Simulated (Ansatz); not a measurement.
C2H10AlAs: geometry relaxation (part 2 of 2)

Continued. System: C2H10AlAs. Method: RKS PBE0-D4/def2-SVP (Ansatz 0.2.0). It belongs to a series of runs on one base structure; here: end point B relaxed.

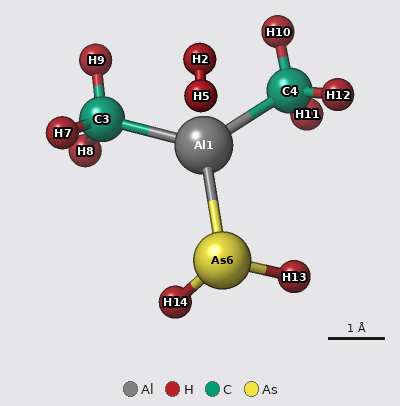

*The geometry at step 12 of the log (ball-and-stick view, seen at a tilt; atoms are numbered from 1 in the order of the input).*

Trajectory as extended XYZ, continued:
```
14
Properties=species:S:1:pos:R:3:forces:R:3 step=7 energy=-69651.07810
Al    0.1285   -0.0536   -0.0270    0.0260  -0.0222  -0.0610
H    -1.6538    1.0984   -0.9627    0.0870  -0.0922  -0.2143
C     1.0526    1.6362    0.3559   -0.0176   0.0078  -0.0077
C    -1.1667   -0.8523    1.2090   -0.0056   0.0099   0.0103
H    -1.3460    0.7835   -1.6009   -0.0952   0.1037   0.2358
As    0.9180   -1.3158   -1.9887    0.0201  -0.0072   0.0889
H     1.1022    2.2901   -0.5312    0.0070  -0.0090   0.0121
H     2.0966    1.4537    0.6646   -0.0096  -0.0167   0.0060
H     0.5669    2.2022    1.1679    0.0099   0.0084  -0.0096
H    -1.6408   -0.1042    1.8659   -0.0211  -0.0185  -0.0058
H    -0.6508   -1.5756    1.8656    0.0020   0.0097  -0.0083
H    -1.9597   -1.4145    0.6890    0.0001   0.0089   0.0119
H     0.3137   -2.6198   -1.4668    0.0651   0.0418   0.0010
H     2.2393   -1.5283   -1.2406   -0.0680  -0.0243  -0.0595
14
Properties=species:S:1:pos:R:3:forces:R:3 step=8 energy=-69651.08785
Al    0.1181   -0.0632   -0.0314   -0.0005  -0.0049  -0.0053
H    -1.6679    1.1291   -0.9400    0.0049  -0.0018  -0.0068
C     1.0604    1.6156    0.3560   -0.0173  -0.0414  -0.0220
C    -1.1817   -0.8500    1.2105    0.0127   0.0168  -0.0175
H    -1.3711    0.8050   -1.5692   -0.0057   0.0088   0.0137
As    0.8674   -1.3264   -2.0029    0.0135  -0.0153   0.0355
H     1.2088    2.2313   -0.5460   -0.0086   0.0103  -0.0078
H     2.0681    1.4037    0.7529    0.0066  -0.0085   0.0281
H     0.5351    2.2267    1.1076    0.0088   0.0217   0.0026
H    -1.6852   -0.0926    1.8339   -0.0073  -0.0115   0.0064
H    -0.6581   -1.5376    1.8982    0.0004   0.0064   0.0086
H    -1.9537   -1.4482    0.7002   -0.0028   0.0021  -0.0044
H     0.4066   -2.6509   -1.4015    0.0026   0.0043  -0.0031
H     2.2531   -1.4424   -1.3682   -0.0073   0.0129  -0.0280
14
Properties=species:S:1:pos:R:3:forces:R:3 step=9 energy=-69651.08319 accepted=F
Al    0.1019   -0.0771   -0.0364    0.0073   0.0134   0.0264
H    -1.6697    1.1654   -0.9028   -0.0228   0.0307   0.0651
C     1.0667    1.5882    0.3529    0.2069   0.1479  -0.0397
C    -1.2011   -0.8483    1.2136   -0.0071  -0.0274   0.0170
H    -1.3932    0.8370   -1.5355    0.0210  -0.0308  -0.0752
As    0.8112   -1.3479   -2.0146    0.2314  -0.2181   0.1901
H     1.3288    2.1568   -0.5674   -0.0946  -0.1607   0.3046
H     2.0310    1.3454    0.8556   -0.2812   0.1028  -0.1115
H     0.4975    2.2568    1.0308    0.1605  -0.1086  -0.1412
H    -1.7357   -0.0805    1.8006    0.0315  -0.0522  -0.0220
H    -0.6693   -1.4962    1.9367   -0.0478   0.0531  -0.0404
H    -1.9509   -1.4859    0.7139    0.0407   0.0363   0.0264
H     0.5074   -2.6931   -1.3280    0.0851   0.2310  -0.1073
H     2.2756   -1.3205   -1.5193   -0.3310  -0.0175  -0.0921
14
Properties=species:S:1:pos:R:3:forces:R:3 step=10 energy=-69651.09107
Al    0.1115   -0.0697   -0.0310   -0.0183   0.0191   0.0239
H    -1.6664    1.1427   -0.9337   -0.0011   0.0059   0.0096
C     1.0643    1.6017    0.3569    0.0046   0.0028  -0.0072
C    -1.1917   -0.8471    1.2124   -0.0023  -0.0120  -0.0100
H    -1.3776    0.8119   -1.5624   -0.0008   0.0011  -0.0044
As    0.8365   -1.3384   -2.0055    0.0187  -0.0249   0.0280
H     1.2469    2.2009   -0.5507    0.0238  -0.0135   0.0079
H     2.0546    1.3765    0.7911   -0.0014   0.0073  -0.0147
H     0.5346    2.2400    1.0829   -0.0169  -0.0096   0.0015
H    -1.7068   -0.0915    1.8279   -0.0005   0.0137  -0.0063
H    -0.6687   -1.5239    1.9116   -0.0028  -0.0052  -0.0058
H    -1.9564   -1.4545    0.7011    0.0056  -0.0052   0.0082
H     0.4623   -2.6687   -1.3575    0.0076   0.0122  -0.0069
H     2.2569   -1.3799   -1.4432   -0.0163   0.0083  -0.0237
14
Properties=species:S:1:pos:R:3:forces:R:3 step=11 energy=-69651.09310
Al    0.1035   -0.0751   -0.0279    0.0008   0.0086   0.0189
H    -1.6666    1.1622   -0.9202   -0.0049   0.0110   0.0226
C     1.0694    1.5889    0.3560    0.0102   0.0490   0.0166
C    -1.2032   -0.8473    1.2143   -0.0097   0.0014   0.0111
H    -1.3888    0.8267   -1.5507    0.0050  -0.0082  -0.0209
As    0.8075   -1.3512   -2.0043    0.0887  -0.0943   0.0635
H     1.2972    2.1656   -0.5571    0.0153  -0.0354   0.0376
H     2.0389    1.3540    0.8329   -0.0288   0.0173  -0.0304
H     0.5256    2.2536    1.0493    0.0088  -0.0371  -0.0257
H    -1.7302   -0.0885    1.8166    0.0078   0.0041  -0.0145
H    -0.6805   -1.5104    1.9269   -0.0031  -0.0031  -0.0094
H    -1.9589   -1.4673    0.7052    0.0032  -0.0063   0.0037
H     0.5230   -2.6889   -1.3173    0.0237   0.0858  -0.0371
H     2.2629   -1.3223   -1.5238   -0.1170   0.0072  -0.0362
14
Properties=species:S:1:pos:R:3:forces:R:3 step=12 energy=-69651.09416
Al    0.1025   -0.0808   -0.0298   -0.0089   0.0189  -0.0047
H    -1.6679    1.1730   -0.9071   -0.0040   0.0105   0.0255
C     1.0719    1.5812    0.3530    0.0301   0.0346   0.0070
C    -1.2063   -0.8493    1.2126   -0.0021  -0.0089   0.0106
H    -1.3941    0.8370   -1.5387    0.0043  -0.0104  -0.0293
As    0.7968   -1.3584   -2.0094    0.0748  -0.0852   0.0873
H     1.3269    2.1430   -0.5625   -0.0011  -0.0348   0.0449
H     2.0290    1.3451    0.8543   -0.0389   0.0208  -0.0230
H     0.5162    2.2579    1.0247    0.0162  -0.0271  -0.0201
H    -1.7374   -0.0869    1.8065    0.0071   0.0009  -0.0088
H    -0.6836   -1.5054    1.9318   -0.0077   0.0021  -0.0062
H    -1.9583   -1.4760    0.7059    0.0069   0.0010   0.0029
H     0.5482   -2.6890   -1.2945    0.0252   0.0802  -0.0487
H     2.2562   -1.2914   -1.5469   -0.1019  -0.0026  -0.0376
14
Properties=species:S:1:pos:R:3:forces:R:3 step=13 energy=-69651.09490
Al    0.0965   -0.0820   -0.0308    0.0158  -0.0441   0.0137
H    -1.6711    1.1910   -0.8902    0.0046   0.0003   0.0111
C     1.0744    1.5743    0.3549    0.0671   0.0282  -0.0380
C    -1.2114   -0.8486    1.2137   -0.0038  -0.0043  -0.0003
H    -1.4080    0.8567   -1.5276    0.0015  -0.0077  -0.0199
As    0.7748   -1.3764   -2.0059    0.0678  -0.0772   0.0442
H     1.3792    2.1085   -0.5633   -0.0373  -0.0309   0.0840
H     2.0078    1.3369    0.9003   -0.0777   0.0210  -0.0208
H     0.4973    2.2714    0.9869    0.0415  -0.0185  -0.0282
H    -1.7472   -0.0808    1.7961   -0.0048  -0.0082   0.0082
H    -0.6879   -1.4951    1.9411   -0.0066   0.0145  -0.0056
H    -1.9584   -1.4848    0.7111    0.0081   0.0136   0.0036
H     0.6074   -2.7139   -1.2809   -0.0073   0.1018  -0.0256
H     2.2466   -1.2573   -1.6053   -0.0687   0.0114  -0.0265
14
Properties=species:S:1:pos:R:3:forces:R:3 step=14 energy=-69651.09569
Al    0.0948   -0.0883   -0.0279    0.0363   0.0069  -0.0230
H    -1.6597    1.1840   -0.8975   -0.0008   0.0017  -0.0090
C     1.0760    1.5660    0.3581    0.0706   0.0403  -0.0255
C    -1.2139   -0.8499    1.2188   -0.0006  -0.0163  -0.0141
H    -1.4054    0.8518   -1.5403    0.0005  -0.0019   0.0138
As    0.7614   -1.3758   -2.0113    0.0131  -0.0570   0.0565
H     1.4055    2.0862   -0.5600   -0.0485  -0.0363   0.0940
H     1.9954    1.3297    0.9279   -0.0848   0.0223  -0.0256
H     0.4896    2.2750    0.9686    0.0519  -0.0212  -0.0310
H    -1.7481   -0.0797    1.7993   -0.0034  -0.0051   0.0052
H    -0.6916   -1.4957    1.9475   -0.0047   0.0127  -0.0029
H    -1.9619   -1.4857    0.7174    0.0031   0.0116   0.0059
H     0.6175   -2.6920   -1.2460    0.0302   0.0514  -0.0461
H     2.2404   -1.2255   -1.6546   -0.0629  -0.0093   0.0020
14
Properties=species:S:1:pos:R:3:forces:R:3 step=15 energy=-69651.09643
Al    0.0978   -0.0892   -0.0291   -0.0166   0.0061  -0.0147
H    -1.6577    1.1800   -0.8986   -0.0006   0.0026  -0.0098
C     1.0770    1.5661    0.3578    0.0535   0.0252  -0.0189
C    -1.2126   -0.8483    1.2174    0.0030  -0.0098  -0.0001
H    -1.4021    0.8449   -1.5397   -0.0023   0.0014   0.0140
As    0.7548   -1.3789   -2.0133    0.0244  -0.0148   0.0428
H     1.4046    2.0879   -0.5585   -0.0237  -0.0239   0.0563
H     1.9949    1.3304    0.9282   -0.0487   0.0141  -0.0191
H     0.4931    2.2758    0.9686    0.0222  -0.0212  -0.0187
H    -1.7444   -0.0787    1.8008   -0.0014  -0.0003   0.0023
H    -0.6916   -1.4966    1.9446   -0.0050   0.0036   0.0001
H    -1.9632   -1.4806    0.7155    0.0036   0.0055   0.0023
H     0.6225   -2.6969   -1.2535    0.0107   0.0250  -0.0170
H     2.2270   -1.2158   -1.6403   -0.0192  -0.0132  -0.0197
14
Properties=species:S:1:pos:R:3:forces:R:3 step=16 energy=-69651.09684
Al    0.0971   -0.0895   -0.0295   -0.0031   0.0092   0.0040
H    -1.6605    1.1849   -0.8950    0.0052  -0.0023  -0.0081
C     1.0763    1.5657    0.3576    0.0254   0.0142  -0.0077
C    -1.2142   -0.8470    1.2171    0.0025  -0.0061  -0.0002
H    -1.4035    0.8456   -1.5331   -0.0052   0.0027   0.0056
As    0.7551   -1.3812   -2.0112    0.0213  -0.0162   0.0154
H     1.4068    2.0865   -0.5567   -0.0075  -0.0116   0.0233
H     1.9906    1.3308    0.9325   -0.0199   0.0044  -0.0098
H     0.4919    2.2770    0.9651    0.0048  -0.0119  -0.0068
H    -1.7457   -0.0771    1.8005   -0.0003   0.0021  -0.0010
H    -0.6943   -1.4952    1.9450   -0.0025  -0.0006   0.0000
H    -1.9652   -1.4784    0.7152    0.0004   0.0005   0.0014
H     0.6345   -2.6994   -1.2526   -0.0077   0.0056  -0.0047
H     2.2310   -1.2225   -1.6548   -0.0134   0.0100  -0.0114
```

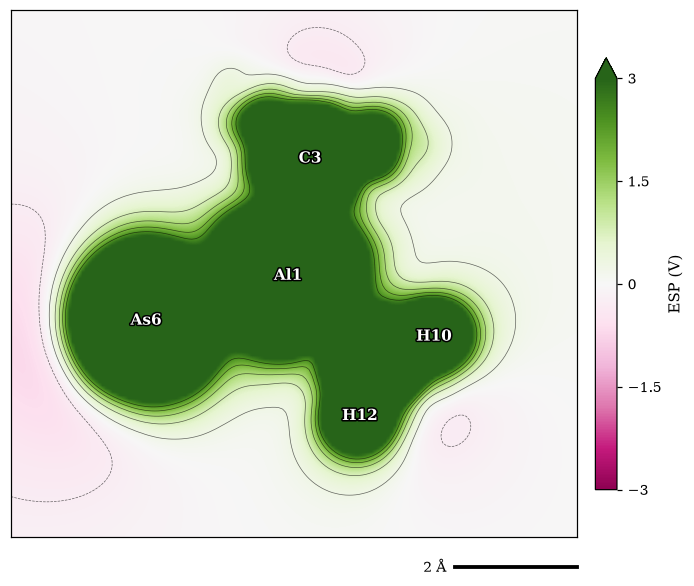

*Electrostatic potential on the plane of atoms C3, Al1 and As6.*

Atoms in the plane: Al, C, As and H.

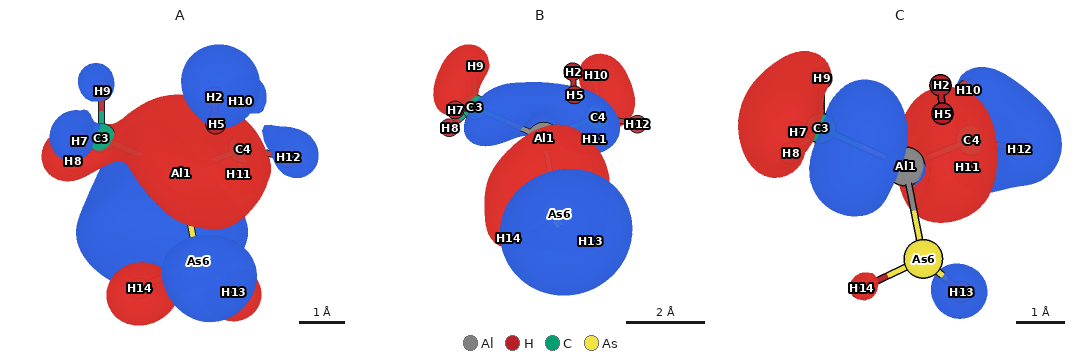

*Three frontier orbitals at ±0.06 Å⁻³ᐟ² (red and blue are the two phases).*

C is the HOMO−1 (−7.78 eV). It lies mainly on C3 (30 %), C4 (30 %) and Al1 (20 %). B is the HOMO (−6.59 eV). A is the LUMO (−0.05 eV). Its weight (Hirshfeld) is mainly on Al1 (55 %) and As6 (10 %). The HOMO–LUMO gap is 6.54 eV between the orbital energies.

The run was set up as follows.

The input:
```yaml
crystal:
  periodic: [false, false, false]
  atoms:
    - { symbol: Al, position_ang: [0.22851, -0.036856, 0.115815] }
    - { symbol: H, position_ang: [-1.792772, 0.976996, -1.56615] }
    - { symbol: C, position_ang: [1.076363, 1.696784, 0.470066] }
    - { symbol: C, position_ang: [-1.082659, -0.863519, 1.317898] }
    - { symbol: H, position_ang: [-1.301116, 0.574844, -1.877343] }
    - { symbol: As, position_ang: [0.894471, -1.174074, -1.904618] }
    - { symbol: H, position_ang: [0.989678, 2.362505, -0.405514] }
    - { symbol: H, position_ang: [2.158627, 1.572148, 0.657616] }
    - { symbol: H, position_ang: [0.643464, 2.220332, 1.338048] }
    - { symbol: H, position_ang: [-1.477182, -0.169478, 2.079164] }
    - { symbol: H, position_ang: [-0.612768, -1.714222, 1.846698] }
    - { symbol: H, position_ang: [-1.936809, -1.280749, 0.75881] }
    - { symbol: H, position_ang: [0.057082, -2.413591, -1.588444] }
    - { symbol: H, position_ang: [2.155111, -1.75102, -1.242046] }
basis:
  gaussian: { orbitals: def2-SVP }
hamiltonian:
  xc: pbe0
  dispersion: d4
relax:
  f_tol: 0.03
  max_steps: 50
output:
  orbitals: {}
```

Launch command:
```bash
ansatz run input.yaml --threads 4 --pin off --max-ram 5120MiB --backend cpu --events-out ev --progress --plain --runs-dir out
```

Results in brief:

```json
{"quantity": "outcome", "value": "converged"}
{"quantity": "total energy", "value": "−69651.0969 eV"}
{"quantity": "mean-field energy", "value": "−69650.8556 eV"}
{"quantity": "largest force (length of the vector) at the end", "value": "0.031 eV/Å"}
{"quantity": "hardware", "value": "4 threads of Arm Neoverse N1, 16 GiB of memory available, shared host"}
{"quantity": "wall time", "value": "60 s (CPU time 3.7 min)"}
{"quantity": "peak memory", "value": "0.34 GiB"}
```
